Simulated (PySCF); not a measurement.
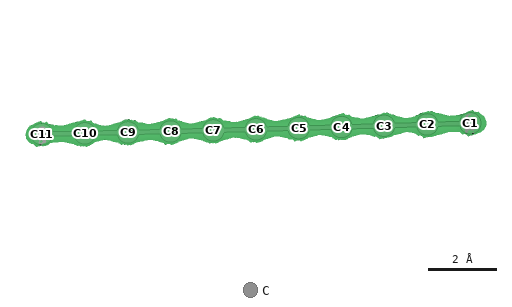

Figure 1: C$_{11}$ (undecacarbon chain). Isosurface of the total electron density at 2 e/Å³ (green), seen from one side.

Geometry: PBE0-D3(BJ)/def2-SVP.

Computed with PySCF, PBE0/pcSseg-1, SCF density, gas phase, non-relativistic.

```yaml
atoms:
  - { symbol: C, position_ang: [5.4557, -3.1398, 1.5034] }
  - { symbol: C, position_ang: [4.3588, -2.5121, 1.2382] }
  - { symbol: C, position_ang: [3.2571, -1.8827, 0.9684] }
  - { symbol: C, position_ang: [2.1730, -1.2626, 0.7021] }
  - { symbol: C, position_ang: [1.0847, -0.6340, 0.4307] }
  - { symbol: C, position_ang: [0.0000, -0.0085, 0.1594] }
  - { symbol: C, position_ang: [-1.0844, 0.6183, -0.1105] }
  - { symbol: C, position_ang: [-2.1725, 1.2474, -0.3796] }
  - { symbol: C, position_ang: [-3.2509, 1.8766, -0.6473] }
  - { symbol: C, position_ang: [-4.3468, 2.5161, -0.9157] }
  - { symbol: C, position_ang: [-5.4370, 3.1549, -1.1795] }
```

Which contacts does the surface bridge?

At this value the surface is in one piece. It bridges the sampled C–C (1.28 Å) contacts, where the density stays above the isovalue. On the grid the lowest density along these lines, outside the cores, is 2.4 e/Å³ (C–C, 1.28 Å).
